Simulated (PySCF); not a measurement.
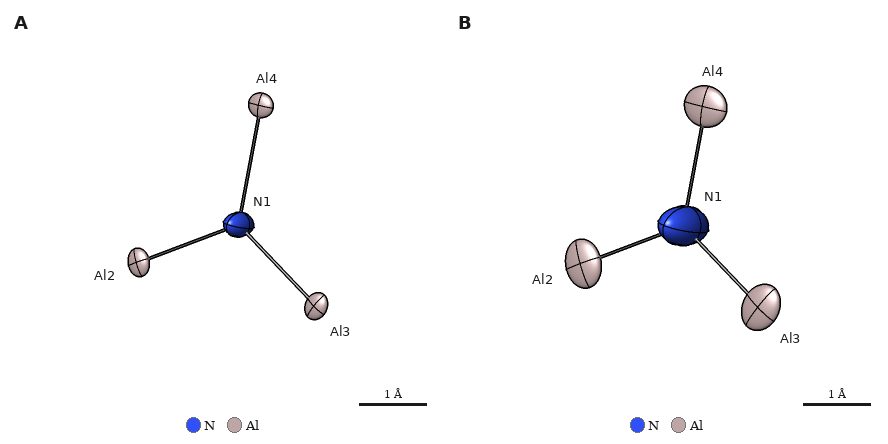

Displacement ellipsoids at the 50 % level, scaled by 2, from the internal vibrations of the free molecule (harmonic, no overall translation or rotation; no half-axis is drawn under 0.075 Å). Vibrations computed with RKS-based PBE0, N def2-TZVP, Al def2-TZVP; non-relativistic; density fitting (PySCF 2.14.0). One panel is for 298 K, the other for 900 K.

**Which panel is for 900 K?**

B.

**How much does the mean-square displacement of Al3 grow, and why?**

U_eq goes from 0.0030 to 0.0085 Å², a factor of 2.9. Modes below kT (626 cm⁻¹ at 900 K) grow about in proportion to T, and the lowest lies at 143 cm⁻¹; the mean-square amplitude of a mode is its zero-point value times coth(ħω/2kT), which comes close to 1 only above about 3kT.
